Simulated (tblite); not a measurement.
Run report: C3H3NO, molecular dynamics

- system: C3H3NO, SMILES c1cocn1
- method: GFN2-xTB Langevin dynamics, gas phase (tblite 0.8.0)

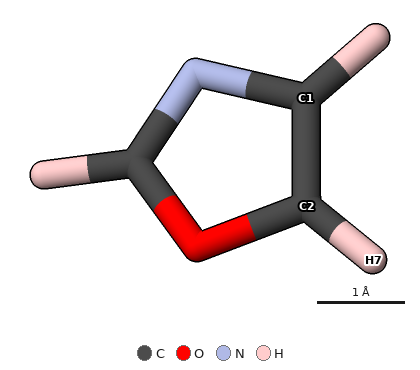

Figure 1. The starting structure (stick view, seen at a tilt; atoms are numbered from 1 in the order of the input). Bond lengths as drawn: C–C 1.36 Å, C–H 1.07 Å, C–N 1.29 to 1.37 Å and C–O 1.34 to 1.35 Å.

**Input**
```
{"job": {"dt": 1.5, "steps": 8000, "equilibration": 400, "friction": 0.005, "h_mass": 4.0, "temperature": 350, "xc": "GFN2-xTB", "basis": "xTB", "kind": "md"}, "charge": 0, "multiplicity": 1}
C     -0.870042    -0.514101    -0.086300
C     -0.593030     0.815410    -0.036251
O      0.737476     0.967593    -0.203464
C      1.204874    -0.276350    -0.346975
N      0.297839    -1.192288    -0.286205
H     -1.804882    -1.025781     0.004730
H     -1.190600     1.692086     0.101264
H      2.254595    -0.428918    -0.496470
```

The first line tells a small driver script what to run in tblite; the rest is the geometry in Å.

Run as:
```bash
OMP_NUM_THREADS=1 python <driver script> task.json out
```

**The program's output**
```
t/fs     T/K   E - E0/eV
     0.0    321.6    -0.0000
   525.0    379.6     0.2746
  1050.0    316.2     0.2725
  1575.0    393.2     0.1811
  2100.0    254.0     0.2486
  2625.0    327.3     0.2360
  3150.0    444.4     0.1841
  3675.0    305.3     0.1824
  4200.0    462.1     0.2502
  4725.0    153.0     0.2312
  5250.0    354.0     0.2480
  5775.0    251.5     0.2076
  6300.0    297.1     0.3241
  6825.0    349.6     0.3045
  7350.0    431.8     0.3304
  7875.0    510.3     0.2823
  8400.0    277.0     0.2579
  8925.0    308.0     0.1614
  9450.0    240.7     0.3153
  9975.0    213.9     0.3070
 10500.0    395.1     0.1354
 11025.0    243.2     0.2514
 11550.0    434.7     0.2650
 12075.0    328.4     0.2670
 12600.0    247.9     0.2767
```

**Trajectory as extended XYZ (Å, eV, eV/Å), 12 of the 25 frames kept, from step=0 to step=8400**
```
8
Properties=species:S:1:pos:R:3:forces:R:3 step=0 time_fs=0.0 energy=-406.13764 temperature=321.6
C    -0.8700   -0.5141   -0.0863   -0.0010   0.0010   0.0000
C    -0.5930    0.8154   -0.0363    0.0020   0.0010   0.0010
O     0.7375    0.9676   -0.2035    0.0010   0.0000   0.0010
C     1.2049   -0.2764   -0.3470   -0.0010  -0.0020  -0.0010
N     0.2978   -1.1923   -0.2862   -0.0010  -0.0020   0.0010
H    -1.8049   -1.0258    0.0047    0.0010  -0.0010   0.0000
H    -1.1906    1.6921    0.1013   -0.0010   0.0000  -0.0010
H     2.2546   -0.4289   -0.4965    0.0000   0.0020   0.0000
8
Properties=species:S:1:pos:R:3:forces:R:3 step=700 time_fs=1050.0 energy=-405.86518 temperature=316.2
C     0.2394    0.8069    0.1007    0.2660  -0.1500  -1.1980
C    -0.9620    0.5582    0.6400   -1.8090  -0.6220   0.5330
O    -1.8824    0.7321   -0.3603   -1.3070  -0.6520   1.0230
C    -1.2031    0.9996   -1.4261    0.1000   0.5580  -2.3290
N     0.0582    1.0654   -1.2672    1.5180   0.0620   1.5720
H     1.2003    0.7657    0.5400    0.4230   0.0580   0.1130
H    -1.4573    0.1136    1.5360    1.0590   0.8610  -0.7170
H    -1.6068    1.1493   -2.4401   -0.2490  -0.1160   1.0040
8
Properties=species:S:1:pos:R:3:forces:R:3 step=1400 time_fs=2100.0 energy=-405.88900 temperature=254.0
C    -0.8703    1.4122   -1.4764    2.4550   0.9460  -0.0950
C    -2.1390    1.1645   -1.1669   -1.1970  -1.2120   2.2170
O    -2.8250    1.0745   -2.2803   -0.8770   0.1460  -1.9600
C    -1.9385    1.3431   -3.2675   -0.2790   0.4450   0.6750
N    -0.7577    1.5849   -2.8262   -0.0650  -0.2270   0.1520
H     0.0361    1.6407   -0.9477   -0.2810  -0.2750   0.4990
H    -2.7007    0.8532   -0.2653    0.7540   0.5100  -0.6380
H    -2.2377    1.5913   -4.2412   -0.5100  -0.3330  -0.8510
8
Properties=species:S:1:pos:R:3:forces:R:3 step=2450 time_fs=3675.0 energy=-405.95525 temperature=305.3
C    -0.8100    0.2278   -0.1721   -0.9350   0.5270  -0.0350
C    -2.0705   -0.1627    0.2438    1.8370   0.7240  -0.2050
O    -2.8520    0.9154    0.1577   -1.0510   0.3750  -0.5060
C    -2.1060    1.8919   -0.4065   -0.6210  -0.2990   1.1150
N    -0.8837    1.5602   -0.5142    1.0600  -0.7490  -1.0050
H     0.0877   -0.2828   -0.4301    0.1140  -0.2970   0.4360
H    -2.4154   -1.0388    0.7260   -0.2890  -0.3470   0.0160
H    -2.5362    2.8356   -0.6614   -0.1170   0.0660   0.1840
8
Properties=species:S:1:pos:R:3:forces:R:3 step=3150 time_fs=4725.0 energy=-405.90640 temperature=153.0
C    -2.6734    2.0264   -0.7528    1.2740   0.1550   0.0660
C    -1.4297    1.5874   -1.0631    0.5050   0.8420  -0.3980
O    -0.5689    2.6738   -1.0344   -0.3690  -2.0550  -0.0300
C    -1.3348    3.6272   -0.6385   -2.1090   0.7910   0.5070
N    -2.5969    3.3311   -0.4486    0.9390   1.0270  -0.0510
H    -3.5958    1.5836   -0.6694   -1.4040  -1.1760   0.0330
H    -1.0231    0.6858   -1.3923    0.3430  -0.9850  -0.2740
H    -1.0007    4.5937   -0.4814    0.8230   1.4020   0.1480
8
Properties=species:S:1:pos:R:3:forces:R:3 step=3850 time_fs=5775.0 energy=-405.92999 temperature=251.5
C    -2.4884    0.8802   -0.0784    0.3080   1.4790  -1.3610
C    -2.4460    2.0847   -0.7345   -0.3630   0.2300   1.5240
O    -2.5906    3.0532    0.2279    0.5760  -0.1520  -1.0430
C    -2.6087    2.3775    1.3563   -1.4110   1.5350   1.2110
N    -2.6137    1.1177    1.2281    0.1800  -1.7770   1.1450
H    -2.4103   -0.0591   -0.5097    0.0540  -1.2910  -0.3580
H    -2.3704    2.4649   -1.7036    0.0910   0.0000  -1.0350
H    -2.9355    2.8923    2.2510    0.5650  -0.0240  -0.0820
8
Properties=species:S:1:pos:R:3:forces:R:3 step=4550 time_fs=6825.0 energy=-405.83316 temperature=349.6
C    -2.4347    2.1463    1.9262   -0.5950   0.9330   0.6790
C    -1.3096    2.9117    1.8154   -1.9610  -1.0710   0.0960
O    -1.6077    4.1828    1.9235   -2.2140   1.2560   0.5270
C    -2.9873    4.1703    2.1610    0.1820   0.4530   0.0840
N    -3.5149    2.9987    2.1620    1.5900  -0.5190  -0.1280
H    -2.5184    1.1023    2.0829   -0.1300  -0.4240  -0.3830
H    -0.3659    2.5936    1.6031    2.1750  -0.4140  -0.4000
H    -3.6081    5.0322    2.4297    0.9540  -0.2140  -0.4750
8
Properties=species:S:1:pos:R:3:forces:R:3 step=5250 time_fs=7875.0 energy=-405.85534 temperature=510.3
C    -1.7468    2.3380    2.2830   -0.8710   0.6100   0.5130
C    -1.5659    3.6467    2.7325   -0.3110  -2.8060  -1.8820
O    -2.0597    4.4195    1.7702   -0.2240   0.6470  -1.1410
C    -2.5413    3.5804    0.8109   -0.4680   1.4720   1.1550
N    -2.5162    2.3598    1.1332    1.7820  -1.0840   0.6850
H    -1.4992    1.3718    2.6622    0.0910   0.0770   0.4490
H    -1.0037    4.0740    3.4915    0.5040   0.4670   1.0150
H    -2.9940    3.9696   -0.0452   -0.5020   0.6160  -0.7940
8
Properties=species:S:1:pos:R:3:forces:R:3 step=5950 time_fs=8925.0 energy=-405.97621 temperature=308.0
C    -1.0953    1.4408    1.0993   -1.1760   0.4930  -0.5060
C    -0.1372    1.7197    1.9975    0.5310   0.1450   0.0090
O    -0.5568    2.7615    2.7428   -1.1050  -0.1790   0.3770
C    -1.8313    2.9890    2.3008    0.4790   1.0900   1.1930
N    -2.1791    2.2757    1.3134    0.3640  -0.7890  -0.3450
H    -1.2088    0.8394    0.2457    0.4030  -0.8700  -0.3810
H     0.8107    1.2622    2.2208   -0.0990   0.2500  -0.1040
H    -2.4821    3.6960    2.8132    0.6030  -0.1420  -0.2440
8
Properties=species:S:1:pos:R:3:forces:R:3 step=7000 time_fs=10500.0 energy=-406.00225 temperature=395.1
C    -1.6717    2.4054    1.4181    0.8620   0.4990  -0.1440
C    -1.9084    2.5602    0.0826   -0.0740   0.5140   0.8930
O    -1.3208    3.7184   -0.3084   -0.6430  -0.4030  -0.5710
C    -0.7311    4.2169    0.7665   -0.0800  -1.5470   0.6600
N    -0.8569    3.4289    1.8079    0.0580   1.2000  -0.1200
H    -1.8988    1.6781    2.1704   -0.1960  -0.1720  -0.3530
H    -2.5906    2.0687   -0.5475   -0.2030  -0.3560  -0.6930
H    -0.1923    5.1198    0.6255    0.2750   0.2640   0.3290
8
Properties=species:S:1:pos:R:3:forces:R:3 step=7700 time_fs=11550.0 energy=-405.87267 temperature=434.7
C    -1.2049    0.6111   -0.4076   -0.1120   0.0800  -1.1260
C    -2.4060    0.8825   -1.0133    0.9510   1.7540   2.3790
O    -2.9867    1.9414   -0.3385    1.4250  -0.6670   0.7810
C    -2.0622    2.2469    0.6767   -0.5910  -1.6520  -2.3720
N    -1.0067    1.5116    0.5928   -0.0040  -0.2950   0.7420
H    -0.4784   -0.1380   -0.7581   -0.4760   0.7080   0.6290
H    -2.8185    0.5372   -1.8851   -1.0160  -0.6410  -1.3460
H    -2.3029    2.9206    1.4413   -0.1780   0.7130   0.3120
8
Properties=species:S:1:pos:R:3:forces:R:3 step=8400 time_fs=12600.0 energy=-405.86094 temperature=247.9
C    -1.9007   -1.7344   -0.4430   -0.3060   1.8360  -0.5200
C    -1.6278   -1.4136   -1.7325   -0.5850  -0.8710  -0.9140
O    -2.1205   -0.1595   -1.9652    1.0650  -0.9260  -2.1360
C    -2.5864    0.2223   -0.8307   -1.2250   2.5170   0.8520
N    -2.5060   -0.6053    0.1208    0.5210  -2.1710   1.5090
H    -1.6216   -2.6341    0.0111   -0.0350  -0.5440   0.8510
H    -1.3842   -2.1089   -2.5569    0.1110   1.0890   0.5910
H    -3.0310    1.2328   -0.7149    0.4530  -0.9300  -0.2330
```

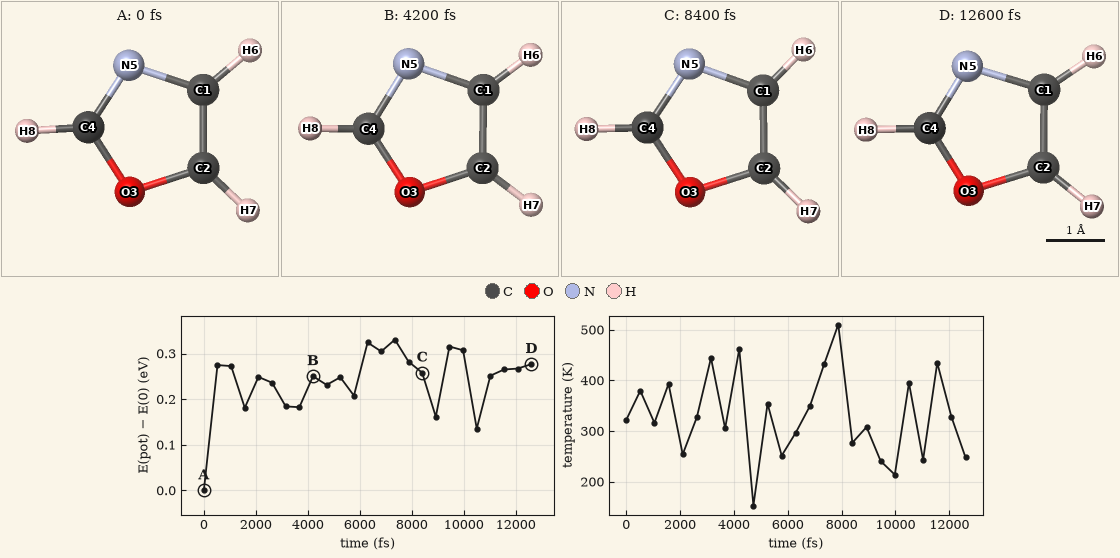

Figure 2. Frames of the molecular dynamics (ball-and-stick, seen on its broad side) above the curves, on which the letters mark them. The trajectory kept here has 25 frames over 12600 fs. The temperature starts at 322 K, ranges from 153 to 510 K and averages 329 K over the second half. The potential energy ends 0.277 eV above its first value. After an unweighted best fit of the last frame on the first, the root-mean-square displacement is 0.08 Å, and H7 has moved furthest (0.13 Å).

**Summary**

| quantity | value |
| --- | --- |
| outcome | finished |
| mean temperature over the second half | 329 K |
| trajectory | 25 frames kept, 12600 fs |
| hardware | 1 CPU thread, shared host |
| wall time | 17 s |
| peak memory | 0.34 GiB |
